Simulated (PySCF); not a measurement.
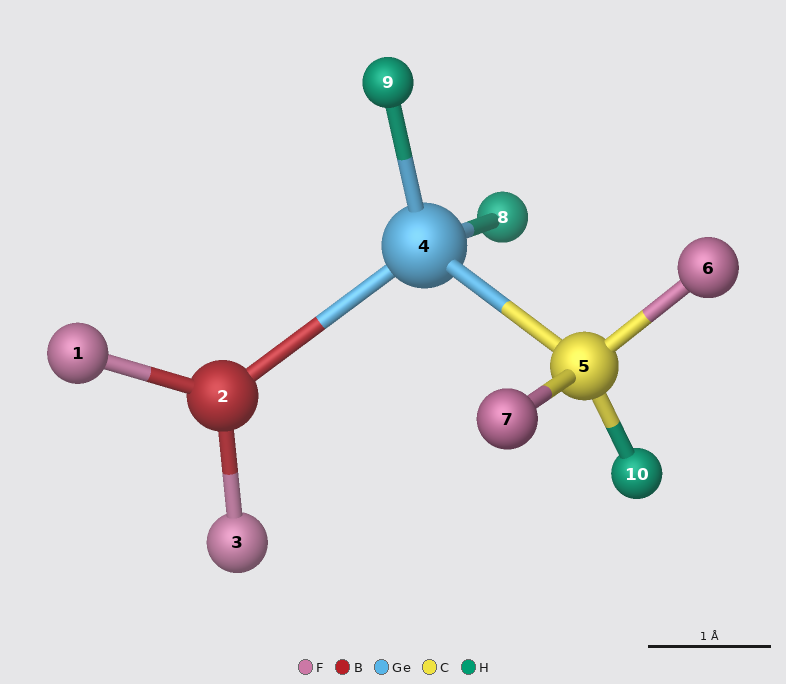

The view is orthographic, and the bar gives the scale. The computed structure is the end point of a PBE0-D3(BJ)/def2-SVP optimisation. No frequency run is at hand to confirm it as a minimum.

Reconstruct the coordinates (Å) as seen: x to the right, y up, z towards the viewer, origin at the mean of the atomic positions.

```xyz
10
CH3BF4Ge
F   -2.88  -0.14  -0.13
B   -1.69  -0.49  -0.57
F   -1.57  -1.69  -1.09
Ge  -0.04   0.75  -0.43
C    1.28  -0.24   0.70
F    2.29   0.56   1.07
F    0.64  -0.68   1.82
H    0.60   0.98  -1.81
H   -0.34   2.08   0.25
H    1.71  -1.13   0.19
```
